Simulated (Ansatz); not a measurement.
**Si$_{2}$H$_{3}$Cl$_{3}$O: molecular dynamics (part 4 of 5)**

Si$_{2}$H$_{3}$Cl$_{3}$O; RKS r2SCAN-D4/6-31G (Ansatz 0.2.0). It belongs to a series of runs on one base structure; here: dynamics from the start.

Geometry of the input (Å):
```
Si -0.0851  -0.0346  -0.2125
O  -0.7225  -0.2183  1.2805
Si -1.4149  -0.4274  2.8360
H  -2.5862  -1.3490  2.6937
H  -0.3663  -1.0193  3.7256
H  -1.8441  0.9199  3.3280
Cl 2.0670  0.0223  -0.1044
Cl -0.7795  1.8031  -1.1006
Cl -0.6691  -1.6774  -1.4813
```

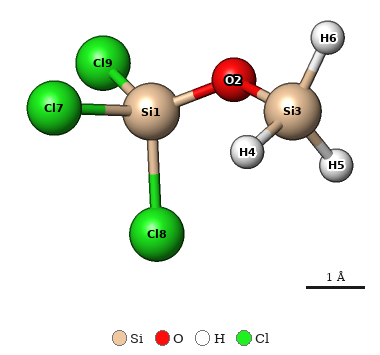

Fig. 1: The geometry at step 261 of the log (ball-and-stick view, seen at a tilt; atoms are numbered from 1 in the order of the input).

## Trajectory as extended XYZ, continued
```
9
Properties=species:S:1:pos:R:3:forces:R:3 step=147 time_fs=73.5 energy=-55412.68613 temperature=896.1
Si   -0.0166   -0.1421   -0.2965   -0.8256  -0.0305   0.9631
O    -0.7165   -0.5558    1.1709    0.0700   0.2020   0.2642
Si   -1.2095   -0.0967    2.7934    1.0217   2.4069  -0.5901
H    -0.4964   -0.8048    3.8772    0.3071  -0.3653  -0.0051
H    -0.9290    1.5252    2.9822   -0.2201  -1.8356  -0.2764
H    -2.6367   -0.2889    2.8717   -1.0280  -0.2942   0.0146
Cl    2.1195   -0.1029    0.2279   -0.4722   0.1142  -0.6452
Cl   -1.0035    1.7022   -0.9769    0.6255  -0.0554   0.1765
Cl   -0.7381   -1.5293   -1.7870    0.5216  -0.1423   0.0983
9
Properties=species:S:1:pos:R:3:forces:R:3 step=155 time_fs=77.5 energy=-55412.71245 temperature=923.6
Si   -0.0245   -0.1569   -0.2888   -1.0528  -0.0232   1.3966
O    -0.7614   -0.5556    1.1930    0.7683  -0.0962  -0.9003
Si   -1.1972   -0.0895    2.7907   -0.7106   1.1825   0.6481
H    -0.4493   -0.5191    4.0311    0.1877  -0.6379  -0.5492
H    -1.0510    1.4002    2.8953    0.1219   0.1615  -0.2564
H    -2.6741   -0.3045    2.9600    0.1402  -0.3943  -0.1041
Cl    2.1130   -0.1009    0.2132   -0.5174   0.0624  -0.5506
Cl   -0.9927    1.6934   -0.9647    0.5872  -0.0388   0.1882
Cl   -0.7225   -1.5206   -1.8029    0.4756  -0.2159   0.1276
9
Properties=species:S:1:pos:R:3:forces:R:3 step=163 time_fs=81.5 energy=-55412.45406 temperature=640.3
Si   -0.0381   -0.1719   -0.2736   -1.0633   0.0109   1.3875
O    -0.7991   -0.5564    1.2068    1.1676  -0.4148  -1.5551
Si   -1.1883   -0.0768    2.7915   -1.5402  -0.7977   1.7862
H    -0.3748   -0.3293    4.1018   -0.1102  -0.6502  -1.1191
H    -1.1585    1.3207    2.7693    0.1478   2.3819  -0.2154
H    -2.6983   -0.3784    3.0329    0.9878  -0.3018  -0.1816
Cl    2.1043   -0.0987    0.1961   -0.5432   0.0207  -0.4558
Cl   -0.9793    1.6845   -0.9517    0.5232   0.0134   0.1875
Cl   -0.7048   -1.5127   -1.8183    0.4305  -0.2624   0.1658
9
Properties=species:S:1:pos:R:3:forces:R:3 step=171 time_fs=85.5 energy=-55412.70919 temperature=920.5
Si   -0.0575   -0.1868   -0.2510   -0.7887   0.1507   0.8410
O    -0.8260   -0.5611    1.2066    1.0641  -0.5769  -1.0746
Si   -1.1872   -0.0651    2.8009   -1.0105   2.5482   0.4596
H    -0.3084   -0.2379    4.0169    0.2659  -0.5774  -0.5004
H    -1.2442    1.5078    2.6180    0.0370  -1.0373   0.2539
H    -2.5931   -0.4992    3.0812    0.1548  -0.2918  -0.0039
Cl    2.0932   -0.0964    0.1770   -0.5562  -0.0158  -0.3642
Cl   -0.9637    1.6756   -0.9379    0.4458   0.0844   0.1692
Cl   -0.6852   -1.5060   -1.8329    0.3877  -0.2841   0.2194
9
Properties=species:S:1:pos:R:3:forces:R:3 step=179 time_fs=89.5 energy=-55412.74313 temperature=959.2
Si   -0.0810   -0.2009   -0.2240   -0.2406   0.2619  -0.1778
O    -0.8429   -0.5712    1.1966    0.5208  -0.5316   0.1546
Si   -1.1918   -0.0410    2.8125   -0.5694   2.8030  -1.3524
H    -0.1973   -0.2335    3.8600    0.7432  -0.3727   0.2978
H    -1.3233    1.5796    2.5040    0.0217  -1.7607   0.6916
H    -2.4659   -0.6671    3.1308   -0.6155  -0.3047   0.2445
Cl    2.0797   -0.0941    0.1564   -0.5507  -0.0376  -0.2775
Cl   -0.9461    1.6670   -0.9233    0.3411   0.2102   0.1334
Cl   -0.6639   -1.5006   -1.8466    0.3493  -0.2679   0.2859
9
Properties=species:S:1:pos:R:3:forces:R:3 step=187 time_fs=93.5 energy=-55412.92148 temperature=1154.1
Si   -0.1058   -0.2135   -0.1980    0.4425   0.2801  -1.3337
O    -0.8550   -0.5864    1.1880   -0.1979  -0.4350   1.3093
Si   -1.1994   -0.0036    2.8182    0.0331  -1.2823  -0.3802
H     0.0012   -0.2811    3.7254   -0.4190   0.1741  -0.3111
H    -1.4019    1.4169    2.4880   -0.2647   0.5499   0.4439
H    -2.4039   -0.8662    3.2101    0.4277   0.6117   0.0150
Cl    2.0638   -0.0920    0.1345   -0.5334  -0.0477  -0.1948
Cl   -0.9271    1.6595   -0.9081    0.2089   0.3803   0.0977
Cl   -0.6411   -1.4963   -1.8590    0.3028  -0.2311   0.3541
9
Properties=species:S:1:pos:R:3:forces:R:3 step=196 time_fs=98.0 energy=-55412.73815 temperature=952.7
Si   -0.1307   -0.2259   -0.1775    0.9025   0.2518  -1.9862
O    -0.8710   -0.6083    1.1931   -0.7398  -0.2166   1.7479
Si   -1.2069    0.0289    2.8222    1.1300  -3.5759  -0.0594
H     0.1527   -0.3010    3.5296   -0.9746   0.6294  -0.1727
H    -1.5500    1.3687    2.5392   -0.5092   1.7576   0.1478
H    -2.2717   -0.9842    3.3036    0.3898   0.9027  -0.0547
Cl    2.0432   -0.0898    0.1089   -0.4854  -0.0679  -0.0962
Cl   -0.9046    1.6529   -0.8906    0.0617   0.5390   0.0643
Cl   -0.6139   -1.4926   -1.8712    0.2250  -0.2201   0.4093
9
Properties=species:S:1:pos:R:3:forces:R:3 step=204 time_fs=102.0 energy=-55412.71451 temperature=927.0
Si   -0.1480   -0.2356   -0.1704    0.7280   0.1053  -1.5074
O    -0.8921   -0.6300    1.2145   -0.7010  -0.0077   0.8284
Si   -1.2081    0.0400    2.8247    0.1370   0.8335  -1.3433
H     0.1531   -0.2247    3.3343    0.3120   0.5630   0.6784
H    -1.7438    1.5589    2.6145    0.5993  -1.6136   0.4617
H    -2.1037   -0.9604    3.3852   -0.7580  -0.1556   0.4333
Cl    2.0226   -0.0882    0.0856   -0.3933  -0.0976   0.0001
Cl   -0.8843    1.6496   -0.8747   -0.0575   0.6307   0.0389
Cl   -0.5887   -1.4904   -1.8801    0.1334  -0.2580   0.4099
9
Properties=species:S:1:pos:R:3:forces:R:3 step=212 time_fs=106.0 energy=-55412.74592 temperature=961.7
Si   -0.1614   -0.2447   -0.1712    0.2985  -0.1450  -0.5173
O    -0.9198   -0.6520    1.2434   -0.3428   0.1218  -0.5842
Si   -1.2085    0.0535    2.8209   -0.4460   0.9993  -0.4589
H     0.1892   -0.0613    3.2331    0.5847   0.4973   0.8144
H    -1.8593    1.5463    2.7513    0.7471  -1.6277   0.0393
H    -2.0297   -0.9434    3.5239   -0.4321  -0.1005   0.2250
Cl    2.0003   -0.0871    0.0624   -0.2565  -0.1264   0.0997
Cl   -0.8642    1.6490   -0.8586   -0.1771   0.7065   0.0209
Cl   -0.5629   -1.4894   -1.8872    0.0242  -0.3253   0.3610
9
Properties=species:S:1:pos:R:3:forces:R:3 step=220 time_fs=110.0 energy=-55412.77316 temperature=991.1
Si   -0.1730   -0.2545   -0.1750   -0.0174  -0.2967   0.2765
O    -0.9508   -0.6727    1.2672    0.0504   0.2562  -1.4210
Si   -1.2101    0.0710    2.8151    1.5615  -2.2081   1.5509
H     0.2872    0.1735    3.2455   -0.9869   0.1418   0.1346
H    -1.8806    1.3244    2.8932   -0.6943   1.4066  -0.3977
H    -2.0143   -0.9353    3.6877    0.5563   0.5042  -0.6370
Cl    1.9769   -0.0865    0.0396   -0.0851  -0.1504   0.1981
Cl   -0.8449    1.6515   -0.8425   -0.2883   0.7509   0.0148
Cl   -0.5370   -1.4897   -1.8928   -0.0963  -0.4046   0.2807
9
Properties=species:S:1:pos:R:3:forces:R:3 step=228 time_fs=114.0 energy=-55412.72299 temperature=935.5
Si   -0.1847   -0.2659   -0.1775   -0.2334  -0.2153   0.6248
O    -0.9813   -0.6910    1.2778    0.3730   0.3380  -1.5461
Si   -1.2039    0.0786    2.8170    1.5021  -0.8961   1.7868
H     0.2568    0.4287    3.2832   -0.9914  -0.3161  -0.2275
H    -1.9918    1.2734    2.9790   -0.6682   1.1355  -0.6575
H    -1.9283   -0.8666    3.7678    0.4584  -0.0972  -0.4913
Cl    1.9532   -0.0865    0.0177    0.1294  -0.1727   0.3029
Cl   -0.8269    1.6572   -0.8262   -0.3595   0.7090   0.0186
Cl   -0.5115   -1.4919   -1.8972   -0.2102  -0.4851   0.1893
9
Properties=species:S:1:pos:R:3:forces:R:3 step=236 time_fs=118.0 energy=-55412.61848 temperature=821.2
Si   -0.1977   -0.2783   -0.1767   -0.3735   0.0163   0.5817
O    -1.0083   -0.7061    1.2740    0.6090   0.4061  -1.0448
Si   -1.1906    0.0818    2.8277   -1.1431   2.2490   0.3345
H     0.0953    0.6442    3.2932    0.5301  -0.1367  -0.0644
H    -2.1876    1.3768    2.9661    0.9207  -1.3415  -0.7796
H    -1.7813   -0.8191    3.7850   -0.2124  -1.0596   0.4287
Cl    1.9300   -0.0873   -0.0029    0.3700  -0.1868   0.4070
Cl   -0.8104    1.6659   -0.8099   -0.3921   0.5950   0.0271
Cl   -0.4870   -1.4961   -1.9007   -0.3088  -0.5419   0.1098
9
Properties=species:S:1:pos:R:3:forces:R:3 step=244 time_fs=122.0 energy=-55412.67534 temperature=883.6
Si   -0.2127   -0.2907   -0.1729   -0.3286   0.2465   0.2817
O    -1.0296   -0.7172    1.2605    0.6708   0.5197  -0.2202
Si   -1.1828    0.0952    2.8410   -1.9619   1.1789   0.0256
H    -0.0008    0.8380    3.2909    0.8898  -0.1004  -0.0850
H    -2.2637    1.3052    2.8402    0.8313  -1.3589  -0.3857
H    -1.6496   -0.9064    3.8429    0.1337  -0.2203  -0.1921
Cl    1.9084   -0.0889   -0.0218    0.5786  -0.1856   0.4877
Cl   -0.7956    1.6773   -0.7935   -0.4170   0.4761   0.0338
Cl   -0.4637   -1.5026   -1.9038   -0.3967  -0.5559   0.0542
9
Properties=species:S:1:pos:R:3:forces:R:3 step=253 time_fs=126.5 energy=-55412.65236 temperature=858.6
Si   -0.2315   -0.3030   -0.1669   -0.1082   0.4424  -0.1446
O    -1.0459   -0.7238    1.2428    0.6492   0.4727   0.5176
Si   -1.1841    0.1168    2.8565    1.3205  -1.5765   0.2732
H     0.0207    1.0186    3.2655   -0.3895  -0.8420  -0.3926
H    -2.2416    1.0239    2.6296   -1.5411   0.9945  -0.1139
H    -1.4806   -1.0352    3.8711    0.2573   0.8543  -0.7397
Cl    1.8872   -0.0917   -0.0404    0.7405  -0.1730   0.5456
Cl   -0.7812    1.6925   -0.7748   -0.4451   0.3549   0.0319
Cl   -0.4397   -1.5129   -1.9069   -0.4837  -0.5272   0.0224
9
Properties=species:S:1:pos:R:3:forces:R:3 step=261 time_fs=130.5 energy=-55412.62715 temperature=829.2
Si   -0.2489   -0.3114   -0.1622    0.1252   0.6071  -0.5533
O    -1.0536   -0.7249    1.2320    0.6558   0.2632   0.8710
Si   -1.1809    0.1295    2.8708    0.1093  -0.4412  -1.5824
H    -0.0009    1.0601    3.1865   -0.3877  -0.4583  -0.2116
H    -2.3978    0.8667    2.4308   -0.2137   0.2452   0.7005
H    -1.2941   -1.0362    3.7944   -0.1082   0.1811   0.1389
Cl    1.8717   -0.0950   -0.0545    0.8273  -0.1599   0.5819
Cl   -0.7704    1.7077   -0.7581   -0.4597   0.2375   0.0252
Cl   -0.4205   -1.5245   -1.9096   -0.5484  -0.4747   0.0297
9
Properties=species:S:1:pos:R:3:forces:R:3 step=269 time_fs=134.5 energy=-55412.27525 temperature=442.5
Si   -0.2656   -0.3165   -0.1606    0.3709   0.7296  -0.8655
O    -1.0552   -0.7234    1.2294    0.5290   0.1645   1.0271
Si   -1.1774    0.1391    2.8765   -2.5260  -0.2556  -3.3061
H    -0.0655    1.0441    3.0772    0.6493   0.7300   0.0984
H    -2.5941    0.7602    2.3362    1.4677  -0.3414   1.4796
H    -1.1203   -1.0144    3.7394   -0.2460  -0.5926   0.8735
Cl    1.8598   -0.0989   -0.0660    0.8419  -0.1503   0.6042
Cl   -0.7616    1.7239   -0.7412   -0.4761   0.1216   0.0191
Cl   -0.4037   -1.5381   -1.9122   -0.6106  -0.4059   0.0697
9
Properties=species:S:1:pos:R:3:forces:R:3 step=277 time_fs=138.5 energy=-55412.46736 temperature=653.1
Si   -0.2803   -0.3176   -0.1637    0.5664   0.7370  -0.8793
O    -1.0517   -0.7203    1.2364    0.3802   0.1534   0.7984
Si   -1.1856    0.1465    2.8657   -0.7450  -1.5507  -1.7260
H    -0.0590    1.1145    2.9771   -0.0773   0.2809   0.0567
H    -2.5950    0.6141    2.4535    0.6067   0.1890   1.0684
H    -0.9846   -1.0505    3.7919   -0.3392   0.6447  -0.0628
Cl    1.8515   -0.1036   -0.0750    0.7833  -0.1447   0.6090
Cl   -0.7548    1.7407   -0.7243   -0.5009   0.0192   0.0102
Cl   -0.3896   -1.5535   -1.9144   -0.6744  -0.3289   0.1254
9
Properties=species:S:1:pos:R:3:forces:R:3 step=285 time_fs=142.5 energy=-55412.52789 temperature=721.7
Si   -0.2920   -0.3147   -0.1714    0.6541   0.6868  -0.6287
O    -1.0445   -0.7156    1.2509    0.1939   0.2352   0.3191
Si   -1.1966    0.1458    2.8454    2.9439  -1.6807  -0.3625
H    -0.0635    1.2249    2.8868   -0.9447  -0.5395   0.0338
H    -2.5400    0.5036    2.7266   -2.0057   0.9451   0.2764
H    -0.8985   -1.0047    3.8444   -0.2655   0.8279  -0.4244
Cl    1.8466   -0.1088   -0.0812    0.6793  -0.1446   0.6032
Cl   -0.7503    1.7575   -0.7073   -0.5225  -0.0808  -0.0081
Cl   -0.3784   -1.5703   -1.9161   -0.7327  -0.2493   0.1913
9
Properties=species:S:1:pos:R:3:forces:R:3 step=293 time_fs=146.5 energy=-55412.72957 temperature=942.5
Si   -0.3001   -0.3080   -0.1825    0.6299   0.6040  -0.2834
O    -1.0355   -0.7087    1.2683    0.0805   0.1652  -0.3745
Si   -1.1960    0.1372    2.8224   -0.7765   0.1635  -0.1530
H    -0.1932    1.2697    2.8014   -0.3417  -0.0602   0.0016
H    -2.6884    0.5078    3.0470    0.9162   0.0078  -0.3423
H    -0.8471   -0.8515    3.8472    0.2302  -0.3969   0.3275
Cl    1.8447   -0.1147   -0.0849    0.5682  -0.1467   0.5929
Cl   -0.7480    1.7740   -0.6904   -0.5319  -0.1765  -0.0344
Cl   -0.3704   -1.5882   -1.9169   -0.7748  -0.1601   0.2656
9
Properties=species:S:1:pos:R:3:forces:R:3 step=302 time_fs=151.0 energy=-55412.42234 temperature=604.6
Si   -0.3051   -0.2967   -0.1968    0.6033   0.4186   0.1040
O    -1.0242   -0.6994    1.2830    0.0936  -0.1342  -1.3161
Si   -1.1995    0.1274    2.7965   -2.3023   0.2960   1.6201
H    -0.3890    1.3271    2.7035    0.4730   0.7881  -0.0960
H    -2.7269    0.5210    3.3360    1.6385  -0.4755  -1.2116
H    -0.7493   -0.7384    3.8990    0.3775  -0.4755   0.0699
Cl    1.8454   -0.1221   -0.0859    0.4498  -0.1366   0.5625
Cl   -0.7482    1.7917   -0.6716   -0.5327  -0.2410  -0.0803
Cl   -0.3655   -1.6091   -1.9165   -0.8006  -0.0399   0.3475
9
Properties=species:S:1:pos:R:3:forces:R:3 step=310 time_fs=155.0 energy=-55412.46679 temperature=652.1
Si   -0.3059   -0.2840   -0.2091    0.6598   0.2498   0.3197
O    -1.0133   -0.6923    1.2832   -0.0146  -0.3071  -1.7025
Si   -1.2140    0.1210    2.7821    0.9824   0.8308   2.3137
H    -0.5089    1.4702    2.6053   -0.0887  -0.5240   0.0650
H    -2.5255    0.4645    3.4137   -0.5701  -0.2326  -0.7641
H    -0.6072   -0.7097    3.9517   -0.0031   0.2748  -1.0039
Cl    1.8482   -0.1292   -0.0842    0.3581  -0.1149   0.5119
Cl   -0.7509    1.8063   -0.6552   -0.5221  -0.2554  -0.1492
Cl   -0.3648   -1.6280   -1.9145   -0.8017   0.0785   0.4094
9
Properties=species:S:1:pos:R:3:forces:R:3 step=318 time_fs=159.0 energy=-55412.35092 temperature=526.1
Si   -0.3032   -0.2701   -0.2196    0.7056   0.0798   0.3082
O    -1.0026   -0.6880    1.2677   -0.1787  -0.2812  -1.4123
Si   -1.2227    0.1187    2.7788    3.4974   0.9967   0.4685
H    -0.6341    1.5478    2.5171   -0.1652  -0.9421   0.2475
H    -2.4317    0.3773    3.3945   -2.8668   0.0464   0.4062
H    -0.4609   -0.6501    3.8692   -0.0491   0.1983  -0.7032
Cl    1.8526   -0.1369   -0.0803    0.3178  -0.0768   0.4502
Cl   -0.7558    1.8198   -0.6394   -0.4865  -0.2335  -0.2280
Cl   -0.3675   -1.6464   -1.9107   -0.7744   0.2124   0.4630
9
Properties=species:S:1:pos:R:3:forces:R:3 step=326 time_fs=163.0 energy=-55412.62754 temperature=830.1
Si   -0.2966   -0.2557   -0.2287    0.7080  -0.1153   0.0333
O    -0.9936   -0.6863    1.2388   -0.2807  -0.1619  -0.7362
Si   -1.2167    0.1219    2.7793   -1.1541   0.7178   0.2524
H    -0.7791    1.5033    2.4631    0.1922   0.3242   0.1499
H    -2.6693    0.2810    3.3927    0.9987  -0.5476  -0.7985
H    -0.3151   -0.5677    3.6925    0.3448  -0.3718   0.4948
Cl    1.8583   -0.1449   -0.0744    0.3364  -0.0225   0.3892
Cl   -0.7628    1.8322   -0.6247   -0.4265  -0.1815  -0.2897
Cl   -0.3736   -1.6640   -1.9049   -0.7189   0.3586   0.5047
9
Properties=species:S:1:pos:R:3:forces:R:3 step=334 time_fs=167.0 energy=-55412.50627 temperature=697.3
Si   -0.2861   -0.2418   -0.2375    0.7480  -0.2430  -0.3465
O    -0.9873   -0.6862    1.2029   -0.4675   0.0327   0.1681
Si   -1.2146    0.1283    2.7811   -1.6489  -0.7793  -0.2264
H    -0.8988    1.5024    2.4319    0.2297   0.9493   0.1010
H    -2.8000    0.1127    3.2908    2.0543  -0.3284  -0.5920
H    -0.1322   -0.5276    3.5709   -0.2863  -0.0167   0.4030
Cl    1.8656   -0.1530   -0.0669    0.3759   0.0336   0.3234
Cl   -0.7717    1.8439   -0.6112   -0.3563  -0.1324  -0.3462
Cl   -0.3829   -1.6799   -1.8970   -0.6490   0.4843   0.5157
9
Properties=species:S:1:pos:R:3:forces:R:3 step=342 time_fs=171.0 energy=-55412.66437 temperature=870.5
Si   -0.2714   -0.2293   -0.2482    0.7319  -0.2984  -0.5488
O    -0.9855   -0.6857    1.1685   -0.5492   0.2414   0.8197
Si   -1.2201    0.1316    2.7812    1.3536  -0.1171  -1.5351
H    -0.9885    1.6139    2.4232   -0.1023  -0.5731   0.4832
H    -2.6512   -0.1065    3.1072    0.0609  -0.2100   0.3824
H     0.0055   -0.4902    3.5096   -1.0763   0.4199   0.0623
Cl    1.8744   -0.1610   -0.0579    0.4286   0.0837   0.2547
Cl   -0.7821    1.8550   -0.5992   -0.2745  -0.1171  -0.4057
Cl   -0.3950   -1.6938   -1.8868   -0.5727   0.5707   0.4872
9
Properties=species:S:1:pos:R:3:forces:R:3 step=350 time_fs=175.0 energy=-55412.58444 temperature=783.4
Si   -0.2529   -0.2185   -0.2618    0.5293  -0.3700  -0.4692
O    -0.9887   -0.6829    1.1415   -0.2996   0.4497   0.8582
Si   -1.2185    0.1345    2.7730    2.2675   0.5351  -2.3968
H    -1.0907    1.6566    2.4821   -0.2159  -0.8237   0.4249
H    -2.5091   -0.3713    2.9791   -1.7660  -0.5009   0.9590
H    -0.0013   -0.3987    3.4672   -0.3338   0.0937   0.4393
Cl    1.8852   -0.1686   -0.0478    0.4928   0.1272   0.1945
Cl   -0.7937    1.8656   -0.5890   -0.1817  -0.1330  -0.4374
Cl   -0.4095   -1.7053   -1.8744   -0.4925   0.6219   0.4276
9
Properties=species:S:1:pos:R:3:forces:R:3 step=359 time_fs=179.5 energy=-55412.57202 temperature=769.9
Si   -0.2287   -0.2087   -0.2801    0.1797  -0.3987  -0.2099
O    -0.9956   -0.6744    1.1208    0.0899   0.7084   0.6790
Si   -1.2067    0.1382    2.7490   -2.0384  -2.5859  -1.5411
H    -1.2439    1.5899    2.6166   -0.2539   0.7094  -0.0673
H    -2.5600   -0.7060    2.9886    1.2795   1.2643   0.3687
H    -0.0512   -0.2850    3.5062    0.6929  -0.2878   0.7213
Cl    1.8998   -0.1765   -0.0355    0.5302   0.1566   0.1449
Cl   -0.8077    1.8768   -0.5798   -0.0708  -0.2042  -0.4422
Cl   -0.4285   -1.7149   -1.8584   -0.4092   0.6378   0.3466
9
Properties=species:S:1:pos:R:3:forces:R:3 step=367 time_fs=183.5 energy=-55412.64725 temperature=852.4
Si   -0.2061   -0.2023   -0.2975   -0.1179  -0.3051   0.1188
O    -1.0009   -0.6598    1.1093    0.3872   0.8089   0.3215
Si   -1.2048    0.1286    2.7190   -1.0057  -2.5065   0.3484
H    -1.4197    1.6039    2.7325   -0.1283   0.0732  -0.2824
H    -2.4510   -0.8296    3.0640    1.0664   1.3314   0.0986
H    -0.0175   -0.2178    3.6350   -0.3847   0.1520  -0.5202
Cl    1.9153   -0.1828   -0.0238    0.4967   0.1618   0.1060
Cl   -0.8205    1.8858   -0.5736    0.0344  -0.3208  -0.4509
Cl   -0.4472   -1.7205   -1.8425   -0.3483   0.6052   0.2602
```
